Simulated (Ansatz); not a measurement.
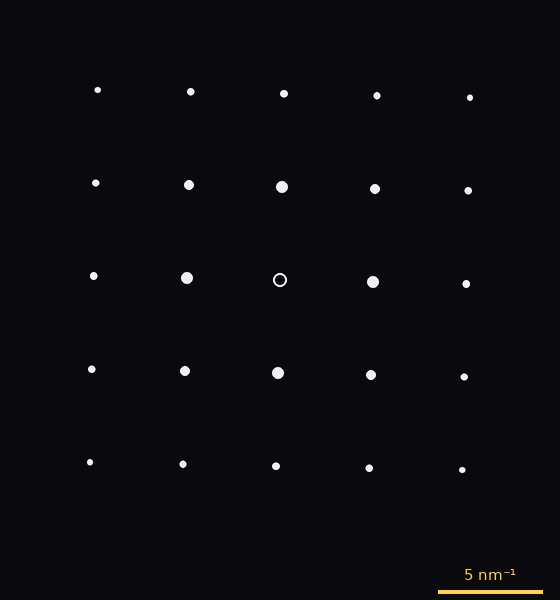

Simulated selected-area electron diffraction pattern (300 kV, kinematic approximation, thin crystal, B = 0.5 Å² for all atoms).

It belongs to Mo, space group Im-3m (No. 229), a = 3.15 Å. Structure: the input geometry of an electronic-structure calculation (not necessarily at equilibrium).

### Which low-index zone axis gives this pattern?

The spots form a square net with both shortest vectors at d = 2.23 Å, 90.0° apart. They index as 1 -1 0 and 1 1 0, so the zone axis is [001] (or an equivalent direction of <001>).

### Which reflections of this zone are missing, and why?

The lattice centring (I) removes all reflections that break h + k + l = 2n.
